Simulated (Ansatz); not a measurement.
**AlH4+ (singlet): inputs that go wrong at scale of all distances = 1.312**

3 inputs are run for AlH4+ (singlet) as typed; the log has to tell whether the result can be used and what must change.

Computed with Ansatz 0.2.0, Gaussian basis. Level: the settings change from run to run.

17 further runs of the same task are left out: 6 for a known fault of the program, 10 that didn't finish, 1 set aside as unsound or not needed.

### 1 The geometry

The geometry derives from a PBE0/def2-TZVP stationary point (not a proven minimum). All distances are scaled together.

5 atoms, charge 1, spin multiplicity 1.

Atoms are counted from 1 here; the program's logs count them from 0.

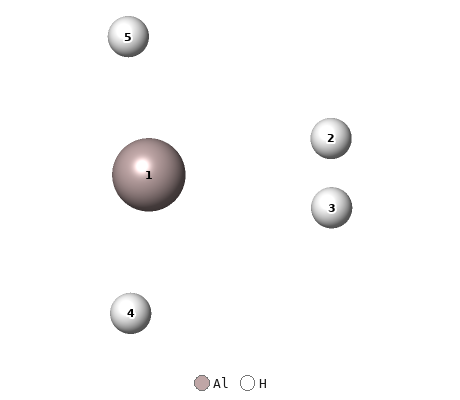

The geometry (aluminium light grey, hydrogen white); atoms are numbered from 1 in the order of the file.

### 2 Attempt 1

The input, in.yaml:

```yaml
crystal:
  periodic: [false, false, false]
  atoms:
    - {symbol: Al, position_ang: [0.000000, 0.000000, -0.155629]}
    - {symbol: H, position_ang: [0.000000, -0.504847, 2.522229]}
    - {symbol: H, position_ang: [0.000000, 0.504850, 2.522229]}
    - {symbol: H, position_ang: [0.000000, 2.016458, -0.439220]}
    - {symbol: H, position_ang: [0.000000, -2.016459, -0.439218]}
basis:
  gaussian: {orbitals: cc-pVDZ}
total_charge: 1
correlation: {method: sc_nevpt2, electrons: all, active_space: {window: {electrons: 2, orbitals: 2}}}
magnetization: {spin_polarized: true, initial_magnetization: 0}
```

Run with:

```sh
> ansatz run in.yaml --threads 1 --pin off --events-out ev --progress --plain --max-ram 2393MiB
```

Standard output:

```text
Error: invalid value for `correlation.active_space`: it starts from restricted Hartree–Fock orbitals; set hamiltonian.xc: hf without magnetization.spin_polarized
```

It took 0.03 s on 1 thread of Arm Neoverse V2, shared host.

**Diagnosis.** The run was refused. An active space is asked on unrestricted orbitals. Cure: drop spin_polarized: true.

### 3 Attempt 2

The input, in.yaml:

```yaml
crystal:
  periodic: [false, false, false]
  atoms:
    - {symbol: Al, position_ang: [0.000000, 0.000000, -0.155629]}
    - {symbol: H, position_ang: [0.000000, -0.504847, 2.522229]}
    - {symbol: H, position_ang: [0.000000, 0.504850, 2.522229]}
    - {symbol: H, position_ang: [0.000000, 2.016458, -0.439220]}
    - {symbol: H, position_ang: [0.000000, -2.016459, -0.439218]}
basis:
  gaussian: {orbitals: 6-31G}
total_charge: 1
magnetization: {spin_polarized: false}
correlation: {method: sc_nevpt2, electrons: outside_noble_gas}
accuracy: high
scf: {lower_state_search: light}
output: {forces: true}
```

Same command.

Standard output:

```text
Error: this correlation method needs an active space: name one as the reference
```

Wall time 0.03 s (1 thread of Arm Neoverse V2, shared host).

**Diagnosis.** The run was refused. This method needs an active space and has none. Fix: add an active_space block.

### 4 Attempt 3

The input, in.yaml:

```yaml
crystal:
  periodic: [false, false, false]
  atoms:
    - {symbol: Al, position_ang: [0.000000, 0.000000, -0.082359]}
    - {symbol: H, position_ang: [0.000000, -0.267165, 1.334764]}
    - {symbol: H, position_ang: [0.000000, 0.267167, 1.334764]}
    - {symbol: H, position_ang: [0.000000, 1.067110, -0.232435]}
    - {symbol: H, position_ang: [0.000000, -1.067110, -0.232434]}
basis:
  gaussian: {orbitals: 6-31G}
total_charge: 1
correlation: {method: fic_mrcisd_q, electrons: all, active_space: {window: {electrons: 8, orbitals: 5}}}
scf: {lower_state_search: full}
```

Launched as before.

Standard output, shortened:

```text
Functional definition: HF
  name "HF"
  cite "Fock, Z. Phys. 61, 126 (1930) doi:10.1007/BF01340294"
  parent pbe
[...]
266 factors; integrals over basis functions are off by at most 8.7e-4 eV
[...]
mean field -6625.43880083 eV, -243.4803850468 hartree, gradient 1.3e-6 eV, S^2 0.000000; 0 other end points of the search recorded, 0 dependent functions left out
reference -6625.43880083 eV, -243.4803850468 hartree; 8, 8 occupied and 13, 13 virtual orbitals, 266 factors
state -6625.79605039 eV, -243.4935137259 hartree
contracted CI cycle   1: correlation 0.00000000 eV, 0.0000000000 hartree, residual 9.70e0 eV
contracted CI cycle   2: correlation -1.22045755 eV, -0.0448509876 hartree, residual 2.64e0 eV
contracted CI cycle   3: correlation -1.27128582 eV, -0.0467188921 hartree, residual 6.46e-1 eV
contracted CI cycle   4: correlation -1.27565540 eV, -0.0468794714 hartree, residual 2.17e-1 eV
contracted CI cycle   5: correlation -1.27604006 eV, -0.0468936072 hartree, residual 5.99e-2 eV
contracted CI cycle   6: correlation -1.27607167 eV, -0.0468947691 hartree, residual 1.79e-2 eV
contracted CI cycle   7: correlation -1.27607447 eV, -0.0468948718 hartree, residual 5.56e-3 eV
contracted CI cycle   8: correlation -1.27607471 eV, -0.0468948805 hartree, residual 1.75e-3 eV
state -6625.79605039 eV, -243.4935137259 hartree; corrected -6627.10070069 eV, -243.5414587403 hartree
WARN: 3 active orbitals are nearly empty or full. The corrections depend on them more than the energy does, and are more stable in an active space without them
Total energy: -6627.10070069 eV, -243.5414587403 hartree
```

It took 0.51 s on 1 thread of Arm Neoverse V2, shared host.

Diagnosis: The run converged, which proves nothing about the input. The coordinates are scaled by the bohr-ångström factor. The shortest distance is 0.53 Å, against 1.01 Å in the geometry of step 1. Its energy belongs to another geometry. Cure: restore the coordinates in ångström.

### 5 Summary

```
attempt                level      ended                                                   cause    time
      1  NEVPT2(2,2)/cc-pVDZ    refused       an active space is asked on unrestricted orbitals  0.03 s
      2    'sc_nevpt2'/6-31G    refused          this method needs an active space and has none  0.03 s
      3  MRCISD+Q(8,5)/6-31G  converged  the coordinates are scaled by the bohr-ångström factor  0.51 s
```

2 refused, 1 converged. The input that converges on a wrong geometry or spin is the dangerous one: no error points at it, so geometry and ⟨S²⟩ have to be checked.
